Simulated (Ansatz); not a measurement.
Bond-angle distributions (per cent of the angles at each element, bins of 10°) of a relaxed model of amorphous Ge19Se38Ag3 at 4.91 g/cm³. The numbers are results of PBE-D3(BJ), scalar-relativistic without spin-orbit coupling, PAW (Ansatz default set, large-core Se) (plane waves to 420 eV; Ansatz, an electronic-structure program), not measurements.

A CHGNet melt-quench gave the starting glass, which DFT then relaxed. The hot cell started wider than the set density and was brought back towards it in steps. It is the lowest in DFT energy of 3 quenches. It is a model cell: composition and starting density were chosen by hand, and all elements were melted together. The geometry includes D3(BJ) dispersion. Its density started from a set value of 4.42 and ended at 4.91 g/cm³. Cooling (nominally 74 K/ps over its main leg) ran many orders faster than in experiment, which tends to leave more defects and strain. Values belong to this one cell and scatter from quench to quench. Volume and shape were free in the relaxation.

Neighbours within Ge-Ge 2.85 Å, Ge-Se 2.94 Å, Ge-Ag 3.18 Å, Se-Se 2.76 Å, Se-Ag 3.18 Å, Ag-Ag 3.48 Å count as bonded.

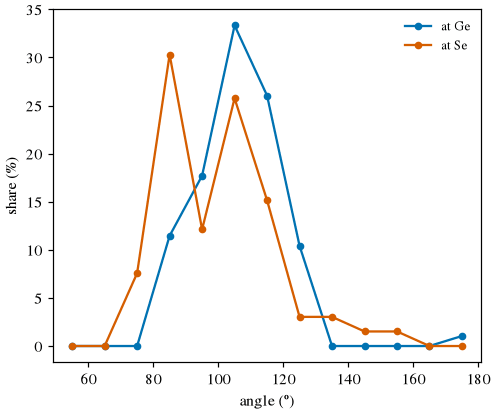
Fig. 1. Bond-angle distributions

They go with these counts of neighbours within the cut-offs, cation contacts included: Ge mean 3.7, most often 4; Se mean 2.3, most often 2.
